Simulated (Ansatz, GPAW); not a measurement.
# Cutoff, mesh and smearing for Y2CO2 MXene monolayer, part 2 of 3

How do cutoff, mesh, smearing and the dipole layer change the work function of Y2CO2 MXene monolayer?

GPAW 26.7.0 and Ansatz 0.2.0; Ansatz plane waves; layer without images along its normal, relaxation of atoms and in-plane cell (the session's first sound run).

So far. Step 2 (Relaxation): The relaxation lowered the energy of the cell by 2.40 eV.

## Step 3: The slab's potential

The work function is the vacuum plateau of the electrostatic potential less the Fermi level; a dipole layer lets the two faces have plateaus of their own.

This step: GPAW, PAW setups; slab in vacuum (GPAW 26.7.0).

The cell differs from the one that the last finished run ended in (c 34.325 → 21.049 Å).

Contents of run.py:

```python
import json
import numpy as np
from ase import Atoms
from gpaw import GPAW, PW

slab = Atoms(
    ['O', 'Y', 'C', 'Y', 'O'],
    positions=[
        [0.00000, 2.03738, 8.00000],
        [1.76443, 1.01869, 8.74443],
        [0.00000, -0.00000, 10.52468],
        [0.00000, 2.03738, 12.30493],
        [1.76443, 1.01869, 13.04936]],
    cell=[[3.52885, 0.0, 0.0], [-1.76443, 3.05608, -0.0], [0.0, -0.0, 21.0494]],
    pbc=[True, True, False])

slab.calc = GPAW(mode=PW(500), xc='PBE', kpts={'size': (9, 9, 1), 'gamma': True},
                 occupations={'name': 'fermi-dirac', 'width': 0.05}, nbands='160%',
                 convergence={'density': 1e-05}, maxiter=200,
                 poissonsolver={'dipolelayer': 'xy'},
                 symmetry={'tolerance': 1e-3}, txt='slab.txt')
result = {}
energy = slab.get_potential_energy()
fermi = slab.calc.get_fermi_level()
v = slab.calc.get_electrostatic_potential().mean((0, 1)) - fermi
n = slab.calc.get_pseudo_density().mean((0, 1))
L = slab.cell[2, 2]
z = np.arange(len(v)) * L / len(v)
low, high = slab.positions[:, 2].min(), slab.positions[:, 2].max()
below, above = np.interp([low - 5.8, high + 5.8], z, v)
slopes = [np.interp(x, z, np.gradient(v, z)) for x in (low - 5.8, high + 5.8)]
eps = np.array([[slab.calc.get_eigenvalues(k, s) for k in range(len(slab.calc.get_ibz_k_points()))]
                for s in range(slab.calc.get_number_of_spins())]) - fermi
top, bottom = eps[eps < 0].max(), eps[eps > 0].min()
dipole = slab.get_dipole_moment()[2]
print(f'energy {energy:.4f} eV, Fermi level {fermi:.4f} eV, dipole {dipole:.5f} e A')
print(f'potential 5.8 A off the faces, from the Fermi level: lower {below:.4f} eV, upper {above:.4f} eV')
print(f'slope of the potential there: lower {slopes[0]:.5f}, upper {slopes[1]:.5f} eV/A')
print(f'nearest levels on the mesh: {top:.4f} and {bottom:.4f} eV')
print('magnetic moment', round(slab.get_magnetic_moment(), 3))
result.update(energy=energy, fermi=fermi, dipole=dipole, below=below, above=above, slopes=slopes, edges=[top, bottom],
              z=z.tolist(), v=v.tolist(), n=n.tolist(), positions=slab.positions.tolist(),
              forces=slab.get_forces(apply_constraint=False).tolist(), moments=slab.get_magnetic_moments().tolist())
json.dump(result, open('result.json', 'w'))
```

On the command line:

```bash
$ OMP_NUM_THREADS=1 OPENBLAS_NUM_THREADS=1 python run.py
```

The log of the run:

```text
energy -36.8289 eV, Fermi level -1.7405 eV, dipole -0.00059 e A
potential 5.8 A off the faces, from the Fermi level: lower 5.6980 eV, upper 5.7081 eV
slope of the potential there: lower -0.00017, upper 0.00017 eV/A
nearest levels on the mesh: -0.0145 and 0.0341 eV
magnetic moment 0.0
```

Elapsed: 29 s, on 1 thread of AMD EPYC 7R32 (Zen 2), shared host; peak memory 0.25 GiB.

This step gave:

| Property | Result |
| --- | --- |
| dipole along the normal | -5.92e-4 e·Å |
| levels nearest the Fermi level on the mesh | -0.01447, 0.03414 eV from the Fermi level |
| upper work function | 5.708 eV |
| lower work function | 5.698 eV |

Electrostatic potential energy of an electron (without an applied field's), less the Fermi level, planar mean against z:

```csv
z (Å),"electrostatic potential energy of an electron (without an applied field's), less the Fermi level, planar mean (eV)"
0,5.70
2,5.70
4,5.70
6,5.66
8,-11.3
10,-0.137
12,-12.7
14,4.69
16,5.70
18,5.71
20,5.71
```

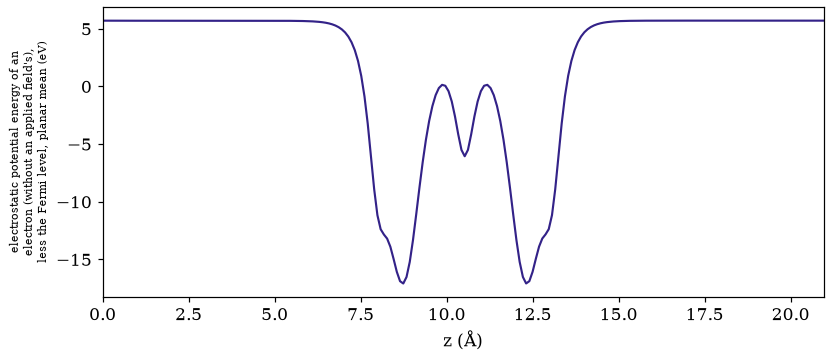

Electrostatic potential energy of an electron (without an applied field's), less the Fermi level, planar mean against z.

The pseudo valence density, planar mean oscillates, so the rows of the table below give means over windows of 2 Å about each position, cut where the curve ends. Its maxima inside the range that stand out by 2 % of the span (Å: e/Å³): 8.6: 0.953, 10.7: 0.321, 12.4: 0.953. Its minima: 9.8: 0.213, 11.3: 0.213.

Pseudo valence density, planar mean against z; means over each step:

```csv
z (Å),"pseudo valence density, planar mean (e/Å³)"
4,1.7e-5
6,0.00826
8,0.623
10,0.322
12,0.598
14,0.210
16,4.0e-4
18,1.6e-6
```

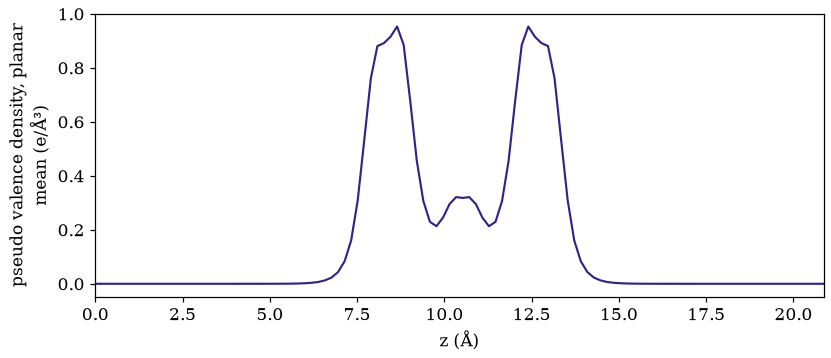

Pseudo valence density, planar mean against z.

Force by atom:

```csv
atom,x (eV/Å),y (eV/Å),z (eV/Å),size
O1,0.0000,0.0000,0.0780,0.0780
Y2,0.0000,0.0000,-0.0415,0.0415
C3,0.0000,0.0000,0.0000,0.0000
Y4,0.0000,0.0000,0.0415,0.0415
O5,0.0000,0.0000,-0.0780,0.0780
```

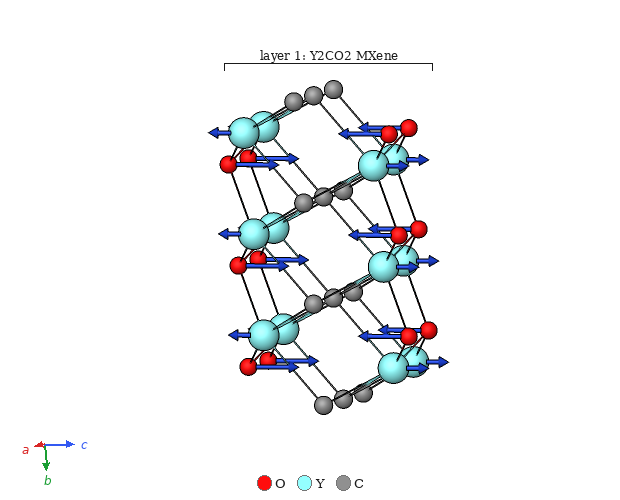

Force as arrows, the longest 0.0780 eV/Å. 2×3×1 cells are drawn. Some periodic images of atoms are drawn too.

The potential is flat to 1.7e-4 eV/Å where it is read, so the vacuum is wide enough. The geometry is the other program's minimum; here the largest force on a free atom is 0.078 eV/Å.

## Step 4: Cutoff 200

The cutoff limits how sharply the smooth valence waves can vary, which tells mostly near the atoms.

run.py: that of step 3 with these lines changed.

```diff
@@ -16,3 +16,3 @@
 
-slab.calc = GPAW(mode=PW(500), xc='PBE', kpts={'size': (9, 9, 1), 'gamma': True},
+slab.calc = GPAW(mode=PW(200), xc='PBE', kpts={'size': (9, 9, 1), 'gamma': True},
                  occupations={'name': 'fermi-dirac', 'width': 0.05}, nbands='160%',
```

The log of the run:

```text
energy 11.6596 eV, Fermi level -1.4352 eV, dipole -0.00061 e A
potential 5.8 A off the faces, from the Fermi level: lower 5.5879 eV, upper 5.5983 eV
slope of the potential there: lower -0.01372, upper 0.01372 eV/A
nearest levels on the mesh: -0.0280 and 0.0377 eV
magnetic moment 0.0
```

Elapsed: 12 s, on 1 thread; peak memory 0.15 GiB.

The run finished. A setting was moved off its sound value on purpose, so it serves as a test and not as the result.

The fault put into the input: a cutoff under that of the base run: the energy of the cell lies 48 eV from the base value (ecut = 200).

The two runs compared:

| quantity | this run | sound run | difference |
| --- | --- | --- | --- |
| upper work function (eV) | 5.5983 | 5.7081 | -0.110 |
| lower work function (eV) | 5.5879 | 5.6980 | -0.110 |

One result that differs is the lower work function, 5.59 eV against 5.70 eV.

## Step 5: Cutoff 300

The cutoff limits how sharply the smooth valence waves can vary, which tells mostly near the atoms.

run.py: that of step 4 with these lines changed.

```diff
@@ -16,3 +16,3 @@
 
-slab.calc = GPAW(mode=PW(200), xc='PBE', kpts={'size': (9, 9, 1), 'gamma': True},
+slab.calc = GPAW(mode=PW(300), xc='PBE', kpts={'size': (9, 9, 1), 'gamma': True},
                  occupations={'name': 'fermi-dirac', 'width': 0.05}, nbands='160%',
```

The log of the run:

```text
energy -23.0166 eV, Fermi level -1.6938 eV, dipole -0.00060 e A
potential 5.8 A off the faces, from the Fermi level: lower 5.7027 eV, upper 5.7130 eV
slope of the potential there: lower -0.00320, upper 0.00320 eV/A
nearest levels on the mesh: -0.0146 and 0.0273 eV
magnetic moment 0.0
```

The job ended after 16 s (1 thread; peak memory 0.18 GiB).

The run finished. A setting was moved off its sound value on purpose, so it serves as a test and not as the result.

The fault put into the input: a cutoff under that of the base run: the energy of the cell lies 14 eV from the base value (ecut = 300).

The two runs compared:

```csv
quantity,this run,sound run,difference
upper work function (eV),5.7130,5.7081,0.00487
lower work function (eV),5.7027,5.6980,0.00477
```

## Step 6: Cutoff 700: ecut = 700

The cutoff limits how sharply the smooth valence waves can vary, which tells mostly near the atoms.

run.py: that of step 5 with these lines changed.

```diff
@@ -16,3 +16,3 @@
 
-slab.calc = GPAW(mode=PW(300), xc='PBE', kpts={'size': (9, 9, 1), 'gamma': True},
+slab.calc = GPAW(mode=PW(700), xc='PBE', kpts={'size': (9, 9, 1), 'gamma': True},
                  occupations={'name': 'fermi-dirac', 'width': 0.05}, nbands='160%',
```

The log of the run:

```text
energy -37.6751 eV, Fermi level -1.7412 eV, dipole -0.00059 e A
potential 5.8 A off the faces, from the Fermi level: lower 5.6961 eV, upper 5.7063 eV
slope of the potential there: lower -0.00017, upper 0.00017 eV/A
nearest levels on the mesh: -0.0149 and 0.0345 eV
magnetic moment 0.0
```

Run time: 68 s. Hardware: 1 thread; peak memory 0.35 GiB.

This step gave:

```yaml
dipole_along_the_normal: -5.91e-4 e·Å
levels_nearest_the_fermi_level_on_the_mesh: -0.01492, 0.03454 eV from the Fermi level
upper_work_function: 5.706 eV
lower_work_function: 5.696 eV
```

The electrostatic potential energy of an electron (without an applied field's), less the Fermi level, planar mean by z:

```csv
z (Å),"electrostatic potential energy of an electron (without an applied field's), less the Fermi level, planar mean (eV)"
0,5.70
1,5.70
2,5.70
3,5.70
4,5.70
5,5.69
6,5.66
7,4.82
8,-11.3
9,-13.8
10,-0.116
11,-0.385
12,-12.7
13,-12.0
14,4.68
15,5.66
16,5.70
17,5.71
18,5.71
19,5.71
20,5.71
```

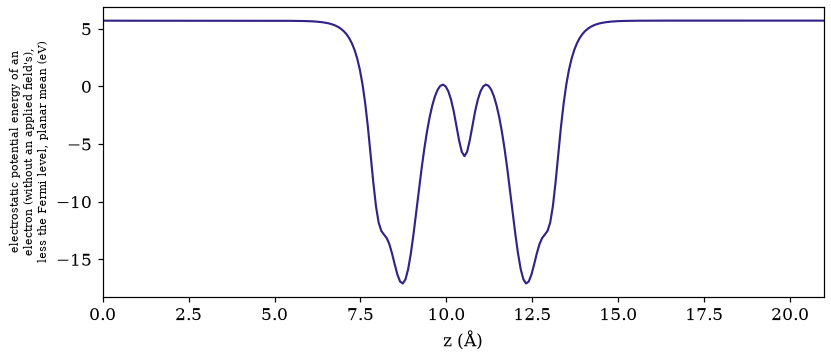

Electrostatic potential energy of an electron (without an applied field's), less the Fermi level, planar mean, plotted against z.

The pseudo valence density, planar mean oscillates, so the rows of the table below give means over windows of 2 Å about each position, cut where the curve ends. Its maxima inside the range that stand out by 2 % of the span (Å: e/Å³): 8.6: 0.944, 10.6: 0.320, 12.5: 0.944. Its minima: 9.7: 0.216, 11.4: 0.216.

Pseudo valence density, planar mean against z; means over each step:

```
z (Å)  pseudo valence density, planar mean (e/Å³)
    4                                      1.6e-5
    6                                     0.00793
    8                                       0.624
   10                                       0.322
   12                                       0.597
   14                                       0.210
   16                                      3.9e-4
   18                                           0
```

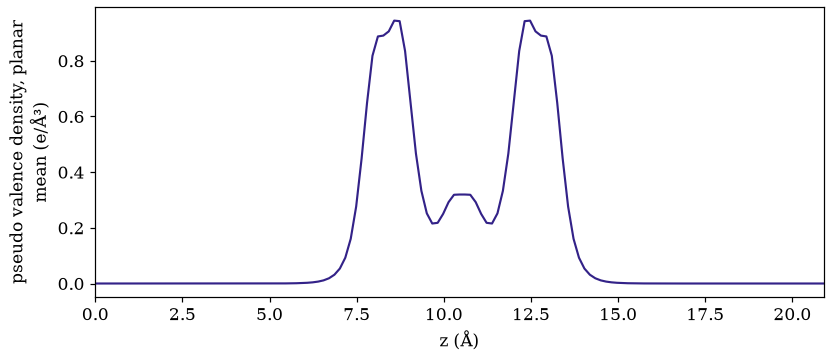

Pseudo valence density, planar mean, plotted against z.

Force by atom:

```
atom  x (eV/Å)  y (eV/Å)  z (eV/Å)    size
  O1    0.0000    0.0000    0.0586  0.0586
  Y2    0.0000    0.0000   -0.0495  0.0495
  C3    0.0000    0.0000    0.0000  0.0000
  Y4    0.0000    0.0000    0.0495  0.0495
  O5    0.0000    0.0000   -0.0586  0.0586
```

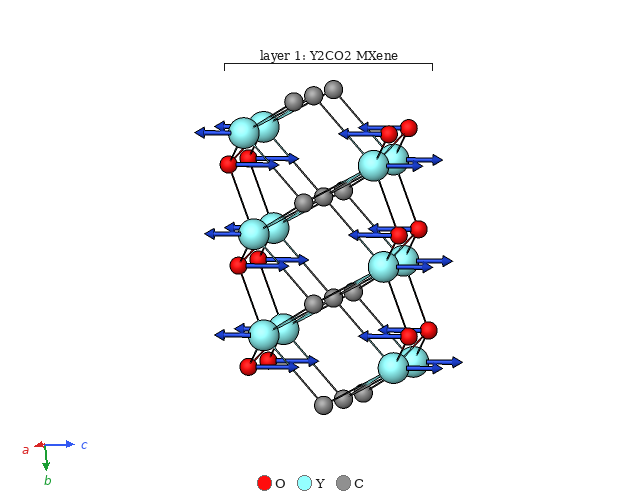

Force as arrows, the longest 0.0586 eV/Å. 2×3×1 cells are drawn. Some periodic images of atoms are drawn too.

The upper face's work function is 5.706 eV, against 5.708 eV in the first plane-wave PBE run at this geometry.

## Step 7: K mesh 3×3

The mesh in the plane samples the bands: a metal's Fermi level needs it dense, and band edges must lie on it.

run.py: that of step 6 with these lines changed.

```diff
@@ -16,3 +16,3 @@
 
-slab.calc = GPAW(mode=PW(700), xc='PBE', kpts={'size': (9, 9, 1), 'gamma': True},
+slab.calc = GPAW(mode=PW(500), xc='PBE', kpts={'size': (3, 3, 1), 'gamma': True},
                  occupations={'name': 'fermi-dirac', 'width': 0.05}, nbands='160%',
```

The log of the run:

```text
energy -37.0620 eV, Fermi level -1.9280 eV, dipole -0.00059 e A
potential 5.8 A off the faces, from the Fermi level: lower 5.9274 eV, upper 5.9375 eV
slope of the potential there: lower -0.00018, upper 0.00018 eV/A
nearest levels on the mesh: -0.0808 and 0.3679 eV
magnetic moment 0.0
```

Run time: 12 s. Hardware: 1 thread; peak memory 0.23 GiB.

The run finished with changed settings (kpts = [3, 3]); it serves as a test.

The two runs compared:

```csv
quantity,this run,sound run,difference
upper work function (eV),5.9375,5.7081,0.229
lower work function (eV),5.9274,5.6980,0.229
```

The two runs differ clearly in the lower work function: 5.93 eV against 5.70 eV.

## Step 8: K mesh 5×5

The mesh in the plane samples the bands: a metal's Fermi level needs it dense, and band edges must lie on it.

run.py: that of step 7 with these lines changed.

```diff
@@ -16,3 +16,3 @@
 
-slab.calc = GPAW(mode=PW(500), xc='PBE', kpts={'size': (3, 3, 1), 'gamma': True},
+slab.calc = GPAW(mode=PW(500), xc='PBE', kpts={'size': (5, 5, 1), 'gamma': True},
                  occupations={'name': 'fermi-dirac', 'width': 0.05}, nbands='160%',
```

The log of the run:

```text
energy -36.8020 eV, Fermi level -1.7517 eV, dipole -0.00059 e A
potential 5.8 A off the faces, from the Fermi level: lower 5.6982 eV, upper 5.7083 eV
slope of the potential there: lower -0.00017, upper 0.00017 eV/A
nearest levels on the mesh: -0.1213 and 0.0574 eV
magnetic moment 0.0
```

Run time: 15 s. Hardware: 1 thread; peak memory 0.23 GiB.

The run finished with changed settings (kpts = [5, 5]); it serves as a test.

Side by side:

```csv
quantity,this run,sound run,difference
upper work function (eV),5.7083,5.7081,2.3e-4
lower work function (eV),5.6982,5.6980,2.3e-4
```

## Step 9: K mesh 14×14: kpts = [14, 14]

The mesh in the plane samples the bands: a metal's Fermi level needs it dense, and band edges must lie on it.

run.py: that of step 8 with these lines changed.

```diff
@@ -16,3 +16,3 @@
 
-slab.calc = GPAW(mode=PW(500), xc='PBE', kpts={'size': (5, 5, 1), 'gamma': True},
+slab.calc = GPAW(mode=PW(500), xc='PBE', kpts={'size': (14, 14, 1), 'gamma': True},
                  occupations={'name': 'fermi-dirac', 'width': 0.05}, nbands='160%',
```

The log of the run:

```text
energy -36.8274 eV, Fermi level -1.7447 eV, dipole -0.00059 e A
potential 5.8 A off the faces, from the Fermi level: lower 5.7010 eV, upper 5.7112 eV
slope of the potential there: lower -0.00017, upper 0.00017 eV/A
nearest levels on the mesh: -0.0194 and 0.0332 eV
magnetic moment 0.0
```

It took 50 s on 1 thread; peak memory 0.3 GiB.

Numbers from this step:

| Item | Value |
| --- | --- |
| dipole along the normal | -5.92e-4 e·Å |
| levels nearest the Fermi level on the mesh | -0.01936, 0.03324 eV from the Fermi level |
| upper work function | 5.711 eV |
| lower work function | 5.701 eV |

Table of electrostatic potential energy of an electron (without an applied field's), less the Fermi level, planar mean by z:

```
z (Å)  electrostatic potential energy of an electron (without an applied field's), less the Fermi level, planar mean (eV)
    0                                                                                                                5.71
    2                                                                                                                5.70
    4                                                                                                                5.70
    6                                                                                                                5.66
    8                                                                                                               -11.3
   10                                                                                                              -0.125
   12                                                                                                               -12.6
   14                                                                                                                4.69
   16                                                                                                                5.71
   18                                                                                                                5.71
   20                                                                                                                5.71
```

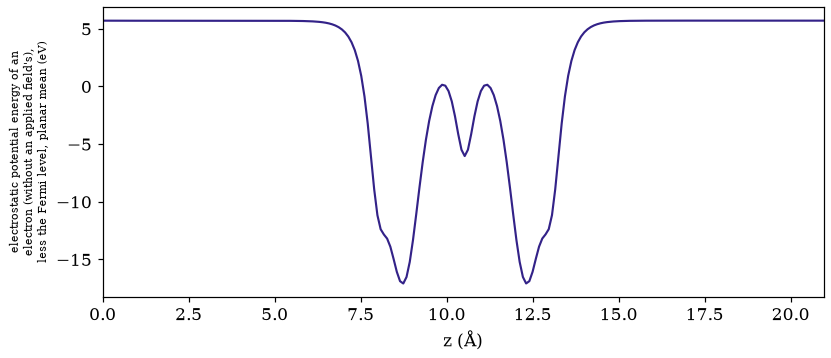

Electrostatic potential energy of an electron (without an applied field's), less the Fermi level, planar mean, plotted against z.

The upper face's work function is 5.711 eV, against 5.708 eV in the first plane-wave PBE run at this geometry.

## Step 10: Scheme Fermi-Dirac, smearing 0.01

Smearing changes the occupations near the Fermi level, and with them the level itself. Smearing helps the SCF of a metal converge, but it blurs occupations at band edges near the Fermi level.

run.py: that of step 9 with these lines changed.

```diff
@@ -16,4 +16,4 @@
 
-slab.calc = GPAW(mode=PW(500), xc='PBE', kpts={'size': (14, 14, 1), 'gamma': True},
-                 occupations={'name': 'fermi-dirac', 'width': 0.05}, nbands='160%',
+slab.calc = GPAW(mode=PW(500), xc='PBE', kpts={'size': (9, 9, 1), 'gamma': True},
+                 occupations={'name': 'fermi-dirac', 'width': 0.01}, nbands='160%',
                  convergence={'density': 1e-05}, maxiter=200,
```

The log of the run:

```text
energy -36.8264 eV, Fermi level -1.7356 eV, dipole -0.00059 e A
potential 5.8 A off the faces, from the Fermi level: lower 5.6938 eV, upper 5.7039 eV
slope of the potential there: lower -0.00017, upper 0.00017 eV/A
nearest levels on the mesh: -0.0180 and 0.0287 eV
magnetic moment 0.0
```

It took 29 s on 1 thread; peak memory 0.25 GiB.

This step gave:

- levels nearest the Fermi level on the mesh: -0.01795, 0.02870 eV from the Fermi level
- upper work function: 5.704 eV
- lower work function: 5.694 eV

Table of electrostatic potential energy of an electron (without an applied field's), less the Fermi level, planar mean by z:

```
z (Å)  electrostatic potential energy of an electron (without an applied field's), less the Fermi level, planar mean (eV)
    0                                                                                                                5.70
    2                                                                                                                5.69
    4                                                                                                                5.69
    6                                                                                                                5.65
    8                                                                                                               -11.3
   10                                                                                                              -0.158
   12                                                                                                               -12.7
   14                                                                                                                4.68
   16                                                                                                                5.70
   18                                                                                                                5.70
   20                                                                                                                5.70
```

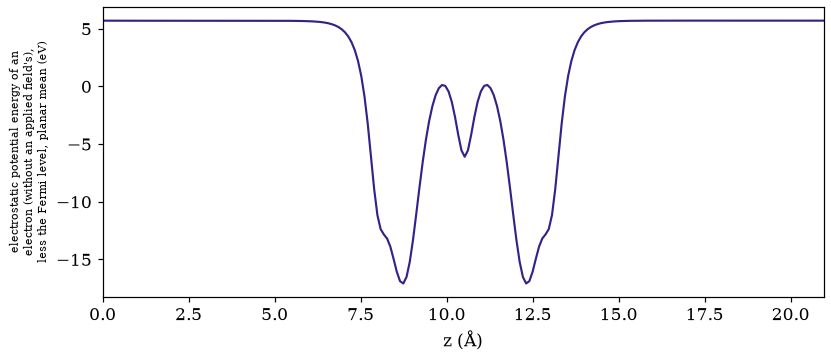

Electrostatic potential energy of an electron (without an applied field's), less the Fermi level, planar mean, plotted against z.

The upper face's work function is 5.704 eV, against 5.708 eV in the first plane-wave PBE run at this geometry.

## Step 11: Cost and result by level

Times are for 1 thread of AMD EPYC 7R32 (Zen 2), shared host. The runs compared:

```csv
no.,run,upper work function (eV),lower work function (eV),time,memory (GiB)
1,pw,5.708,5.698,29 s,0.25
2,cutoff 700,5.706,5.696,68 s,0.35
3,k mesh 14×14,5.711,5.701,50 s,0.3
4,"scheme Fermi-Dirac, smearing 0.01",5.704,5.694,29 s,0.25
```

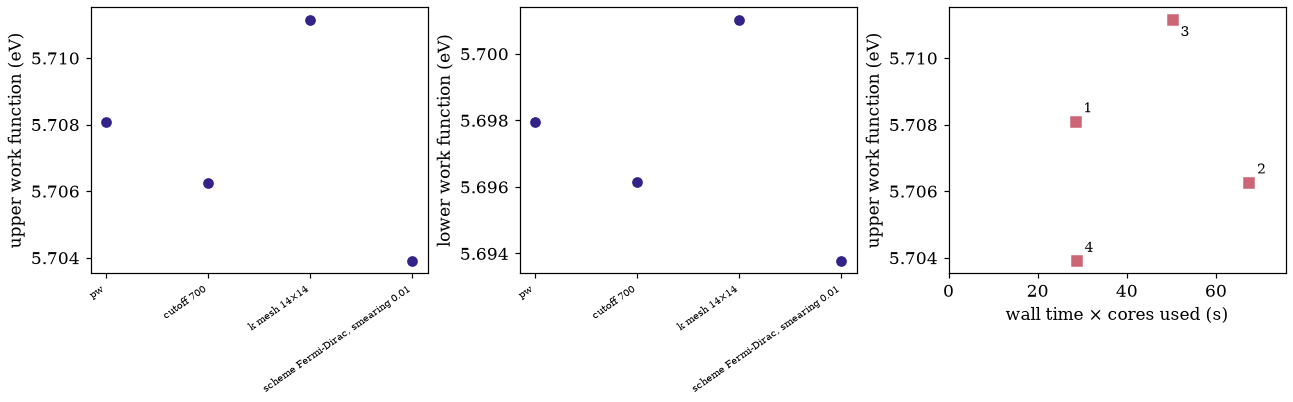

The series as plots; the last panel sets the first result against cost, with the runs numbered as in the table.

(Continued in part 3 of 3.)

[Logs are printed without paths, hosts, clocks, repeated set-up lines and the standing remarks that a program may print on its own settings, such as how far it seeks lower states.]

[Hosts, paths, dates, database ids (printed as entryN), source tags and the programs' standing remarks are cut or masked in the printed files.]
